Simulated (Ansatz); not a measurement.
Cl3In8P7 (In8P7 zinc blende off rod)

```xyz
18

P     0.0187    1.1408   -4.6972
P     0.9750   -1.4833   -0.7848
P    -3.1521    0.7299   -1.0890
P    -1.5321    1.1587    2.8462
P     0.7784    3.0922    0.2341
P     0.6554   -2.9682    3.5927
P     3.2126    0.8487    2.3053
In   -1.8976    0.7391   -3.2760
In   -1.5595   -1.2942   -0.7769
In   -0.9220   -1.2476    2.8465
In    1.0778   -0.2510   -2.9941
In    1.9974    0.7769   -0.0329
In   -1.4129    1.8723    0.3109
In    0.8781    1.9580    2.5555
In    2.2111   -1.2585    3.0190
Cl   -2.1223   -2.1535   -3.0567
Cl   -2.5719   -2.5038    1.2098
Cl    3.3661    0.8436   -2.2122
```

Geometry: r2SCAN-D4/def2-SVP; core potentials replace the inner electrons of In.

All numbers below come from Ansatz, RKS PBE0-D4/def2-TZVP.

> What will maps of the electron density and electron localisation function show?

In–P (2.44 Å): the density is about 0.52 e/Å³ at the midpoint; the ELF peaks at about 0.75 in the valence shell of P, 1.0 Å from its nucleus, and drops to about 0.20 between the two atoms.
In–P (2.53 Å): ρ is about 0.47 e/Å³ halfway; the ELF peaks at about 0.80 in the valence shell of P, 1.0 Å from its nucleus, and drops to about 0.20 between the two atoms.

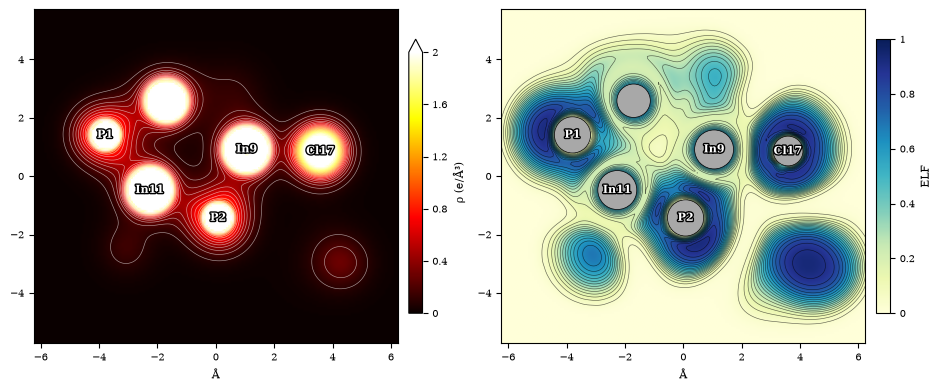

Computed electron density and electron localisation function on the plane of atoms P2, In9 and Cl17, in this order. Grey discs cover the atomic cores in the ELF map. 
